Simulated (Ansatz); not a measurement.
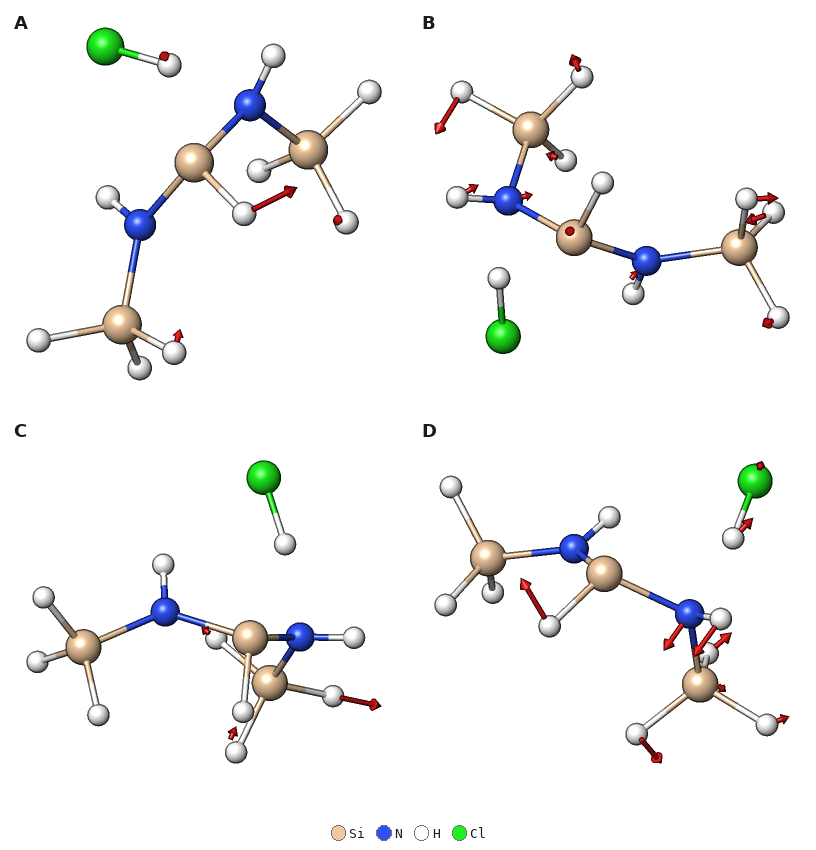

4 normal modes of one molecule or complex, as arrows. Charge 0, doublet. Harmonic vibrations computed with UKS PBE0-D4/def2-TZVP (Ansatz 0.2.0) at a stationary point of the same level.

Match the panels to the wavenumbers 163 cm⁻¹, 596 cm⁻¹, 748 cm⁻¹, 2234 cm⁻¹.

Answer. A: 748 cm⁻¹, H–Si–N bending
B: 596 cm⁻¹
C: 2234 cm⁻¹, Si–H stretching
D: 163 cm⁻¹
